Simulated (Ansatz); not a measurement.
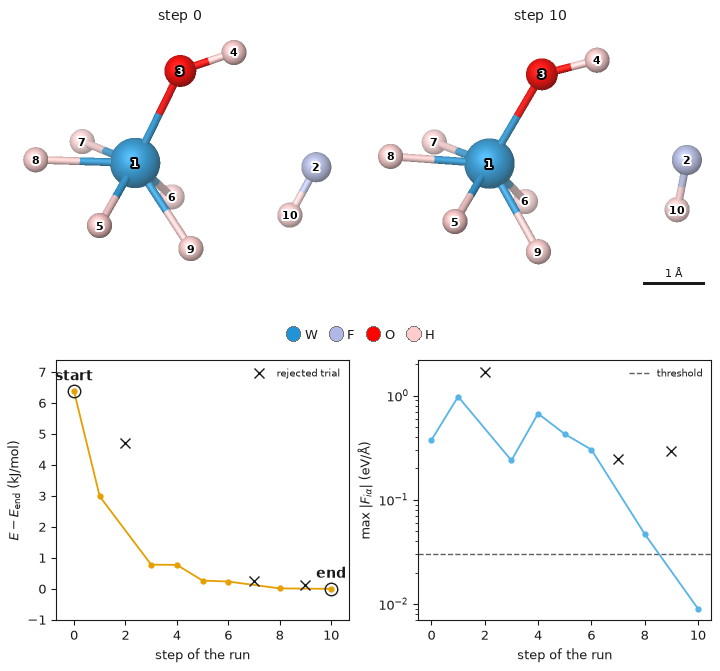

First and last geometry of a relaxation of WH7OF, with the history of the run. Style: ball-and-stick. Shown at a tilt.

The run prepares an end point of a later path (reaction) calculation, from a guessed geometry.

Level of theory: Ansatz, RHF/def2-SVP.

Input
```yaml
crystal:
  periodic: [false, false, false]
  atoms:
    - { symbol: W, position_ang: [0.265492, 0.117507, -0.336837] }
    - { symbol: F, position_ang: [1.256305, 0.206637, 2.54622] }
    - { symbol: O, position_ang: [1.921288, -0.658228, -0.231201] }
    - { symbol: H, position_ang: [2.481595, -0.827335, 0.510937] }
    - { symbol: H, position_ang: [0.244752, 1.590626, -1.148971] }
    - { symbol: H, position_ang: [-0.800773, -0.222822, 0.920034] }
    - { symbol: H, position_ang: [-0.893516, -1.062133, -0.623915] }
    - { symbol: H, position_ang: [-0.2687, 0.057191, -1.920182] }
    - { symbol: H, position_ang: [0.012123, 1.466404, 0.685733] }
    - { symbol: H, position_ang: [0.582933, 0.780852, 2.325682] }
basis:
  gaussian: { orbitals: def2-SVP }
hamiltonian:
  xc: hf
relax:
  f_tol: 0.03
  max_steps: 50
```

Launched with:
```bash
ansatz run input.yaml --threads 1 --pin off --max-ram 2048MiB --backend cpu --events-out ev --progress --plain --runs-dir out
```

### What do the curves and the structures tell?

It converged. H10 moves most after the best rigid fit: 0.48 Å. By element the largest moves are H 0.48 Å, F 0.26 Å, W 0.10 Å, O 0.08 Å. Among the contacts that change: W1–H10 2.762 → 3.274 Å, W1–F2 3.050 → 3.300 Å, W1–H9 1.712 → 1.690 Å, F2–H10 0.912 → 0.905 Å. Bond angles that change, for instance: O3–W1–H5 114.2° → 111.6°, H6–W1–H7 63.1° → 65.2°. Over 7 accepted moves (10 points after the start) the energy falls by 6.38 kJ/mol. The largest force component goes from 0.38 to 0.009 eV/Å. The line search rejected the trial steps at points 2, 7, 9 of the run. The run took 77 s on 1 thread of Intel(R) Xeon(R) Processor @ 2.50GHz (Skylake/Cascade Lake), on a shared host, peak memory 0.18 GiB.

Limits of the set-up: Hartree-Fock leaves out electron correlation.
